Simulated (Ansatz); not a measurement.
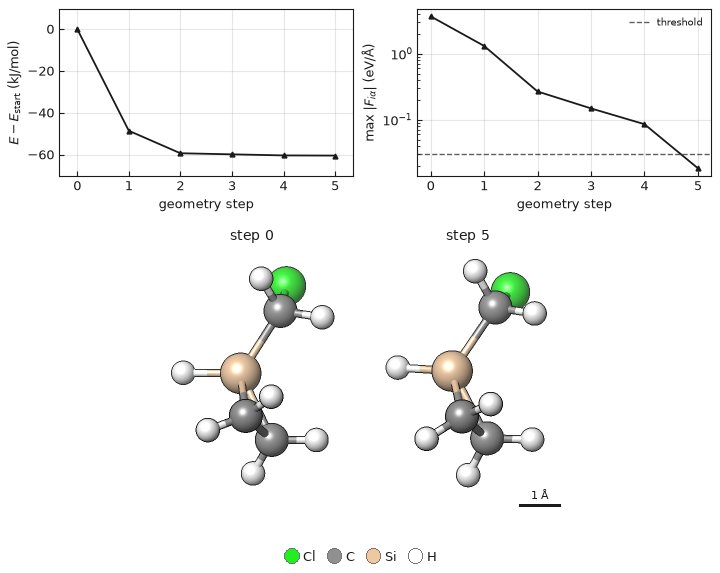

First and last geometry of a relaxation of C₃H₇ClSi (coarse preliminary run), with the history of the run. A ball-and-stick model, seen from a free direction.

The start comes from a force field.

The calculation used Ansatz 0.2.0, RKS PBE-D4/def2-SVP.

The input:
```yaml
crystal:
  periodic: [false, false, false]
  atoms:
    - {symbol: Cl, position_ang: [-2.640000, 0.407600, 1.584200]}
    - {symbol: C, position_ang: [-0.917900, 0.445800, 1.435600]}
    - {symbol: Si, position_ang: [-0.447200, -0.574400, 0.008500]}
    - {symbol: C, position_ang: [1.425700, -0.274300, -0.554700]}
    - {symbol: C, position_ang: [0.294100, 0.185200, -1.501500]}
    - {symbol: H, position_ang: [-0.598800, 1.506500, 1.331700]}
    - {symbol: H, position_ang: [-0.490500, 0.076500, 2.388100]}
    - {symbol: H, position_ang: [-0.646100, -2.017400, 0.010100]}
    - {symbol: H, position_ang: [1.895400, -1.172200, -0.757100]}
    - {symbol: H, position_ang: [1.905700, 0.445800, 0.049400]}
    - {symbol: H, position_ang: [0.131100, -0.353300, -2.386800]}
    - {symbol: H, position_ang: [0.165300, 1.268900, -1.573400]}
basis:
  gaussian: {orbitals: def2-SVP}
hamiltonian: {xc: pbe, dispersion: d4}
relax: {f_tol: 0.03, max_steps: 200}
```

Launched with:
```bash
ansatz run in.yaml --threads 4 --pin off --events-out ev --progress --plain --max-ram 10444MiB
```

Q: Did the run converge, and what did it change?

A: It converged. The largest move after the best rigid fit is that of Cl1, 0.27 Å. Largest moves by element: Cl 0.27 Å, H 0.26 Å, Si 0.23 Å, C 0.09 Å. Some distances before and after: Si3–C4 1.979 → 1.876 Å, Cl1–C2 1.729 → 1.813 Å, C2–Si3 1.816 → 1.890 Å, C4–H9 1.033 → 1.104 Å. Bond angles that change, for instance: C4–Si3–H8 106.2° → 120.2°, Si3–C4–H9 110.7° → 118.8°, H9–C4–H10 119.9° → 112.1°. Over 5 geometry steps the energy falls by 60.5 kJ/mol. The largest force component goes from 3.7 to 0.018 eV/Å. The run took 3 s on 4 threads of AMD EPYC 9R45 96-Core (shared host).

```json
{"step": "0", "E − E(0), kJ/mol": "0.00", "largest force component, eV/Å": "3.6714"}
{"step": "1", "E − E(0), kJ/mol": "-48.62", "largest force component, eV/Å": "1.3099"}
{"step": "2", "E − E(0), kJ/mol": "-59.37", "largest force component, eV/Å": "0.2677"}
{"step": "3", "E − E(0), kJ/mol": "-59.89", "largest force component, eV/Å": "0.1486"}
{"step": "4", "E − E(0), kJ/mol": "-60.41", "largest force component, eV/Å": "0.0857"}
{"step": "5", "E − E(0), kJ/mol": "-60.49", "largest force component, eV/Å": "0.0185"}
```
